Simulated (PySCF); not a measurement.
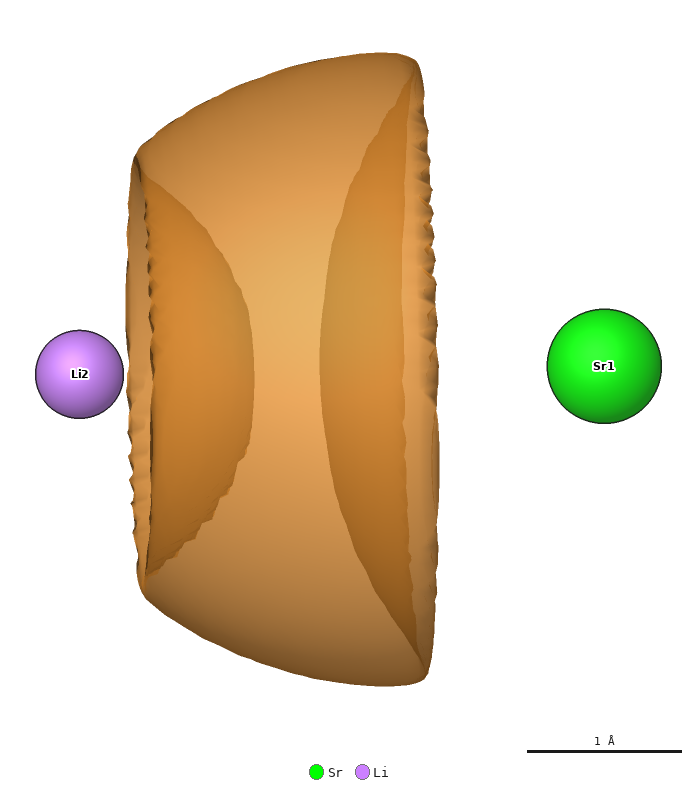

Figure 1: SrLi (charge +1). Isosurface of the ELF at 0.85 (orange), seen from one side. Core shells and regions of very low density are left out.

Level of theory: PBE0/x2c-SVPall, spin-free X2C-1e, Gaussian nucleus, at a bond length of 3.433 Å in PySCF.

```yaml
atoms:
  - { symbol: Sr, position_ang: [0.0000, 0.0000, -0.2537] }
  - { symbol: Li, position_ang: [0.0000, 0.0000, 3.1793] }
```

Question: Where are the electrons localised?

Answer: At this value the surface marks out one lobe of the valence shell of Li pointing towards Sr (polar bonds). Profiles from the grid: Sr–Li (3.43 Å): the ELF peaks at about 1 between the atoms.
